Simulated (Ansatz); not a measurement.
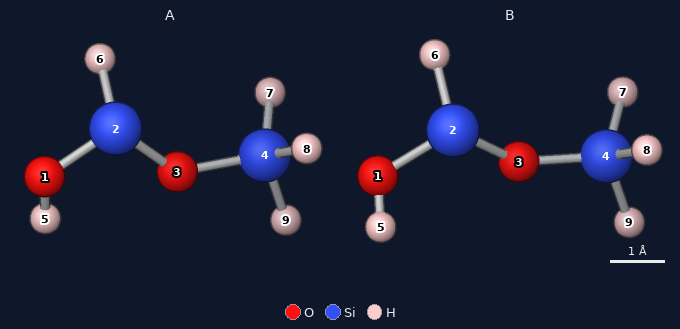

Two geometries of Si₂H₅O₂ (multiplicity 2) (coarse preliminary run), drawn at one scale. One is the start of a relaxation, the other its converged end. Style: ball-and-stick. Shown at a tilt.

Computed with UKS PBE-D4/def2-SVP in Ansatz 0.2.0. Set-up: force threshold 0.03 eV/Å; at most 200 steps.

> Which of the two is the end point?

Structure B is the relaxed one. The start comes from a force field. The largest move after the best rigid fit is that of H5, 0.47 Å. By element the largest moves are H 0.47 Å, O 0.38 Å, Si 0.08 Å. Some distances before and after: O1–Si2 1.611 → 1.679 Å, Si4–H7 1.450 → 1.505 Å, Si4–H8 1.455 → 1.506 Å, O1–H5 1.021 → 0.974 Å. Bond angles that change, for instance: Si2–O3–Si4 134.3° → 143.2°, O1–Si2–H6 109.4° → 103.8°, O3–Si4–H9 103.1° → 108.2°. Groups turn about O1–Si2 by about 70°. After 12 accepted moves (14 points after the start) the energy has fallen by 26.6 kJ/mol. The largest force component goes from 3.5 to 0.03 eV/Å. The line search rejected the trial steps at points 4, 6 of the run. The run took about 40 core-seconds on a shared host.
